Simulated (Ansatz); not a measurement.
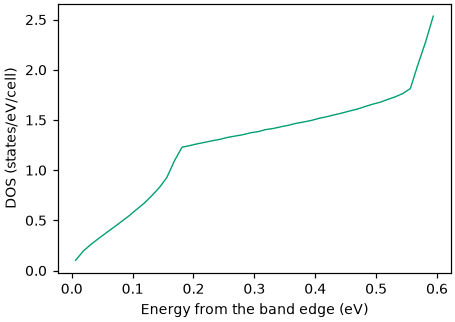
Figure: Density of states of ZrS₂ (P-3m1) above the conduction band minimum, r2SCAN+D4 with spin-orbit coupling, rigid bands (Ansatz, a first-principles code); cell volume 69.6 Å³.

Q: What effective density of states at 300 K does this give (∫ g(E) exp(−E/k_BT) dE, both spins, divided by the cell's size)?

A: 8.0e19 cm⁻³, a density-of-states mass of 2.2 mₑ, valleys and band degeneracy included.

Geometry: cell and atoms relaxed with r2SCAN+D4.

Computed structure with no diffraction record at hand here (it may be known, metastable or hypothetical): ZrS2 (P-3m1).
